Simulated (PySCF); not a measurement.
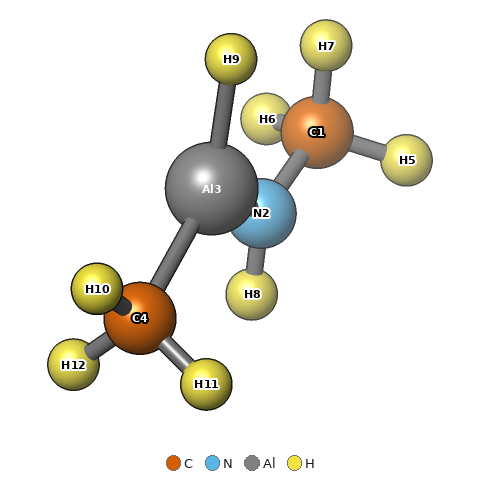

Structure of C₂H₈AlN, SMILES C[NH][AlH][CH3], singlet.

Kohn-Sham orbital energies near the frontier, PBE0/def2-TZVP with PySCF 2.14.0, at a PBE0-D3(BJ)/def2-SVP geometry (no frequency check), isolated molecule; empty levels in grey, levels within 0.03 eV side by side.

Question: Where do the frontier orbitals lie?

Answer: HOMO at −6.65 eV, LUMO at −0.26 eV, 6.39 eV apart.

Question: On which atoms do HOMO and LUMO mostly sit?

Answer: HOMO: N2 60 %, Al3 16 %, C1 12 %. LUMO: Al3 81 %, N2 7 %, C4 6 % (Löwdin shares).

Question: List the levels with the atoms that carry most of them (a dash for levels above zero or within 0.03 eV of another, where shares mean little).

Answer:
```tsv
orbital	energy (eV)	Löwdin shares
LUMO+1	0.57	–
LUMO	−0.26	Al3 81 %, N2 7 %, C4 6 %
HOMO	−6.65	N2 60 %, Al3 16 %, C1 12 %
HOMO−1	−7.91	C4 42 %, Al3 28 %, H9 22 %
HOMO−2	−8.93	N2 25 %, Al3 23 %, H9 18 %
```

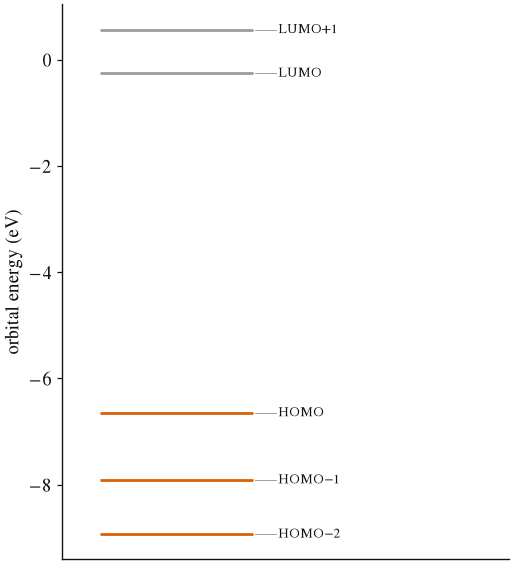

Note: one conformer of a flexible molecule; empty levels above zero depend strongly on the basis.
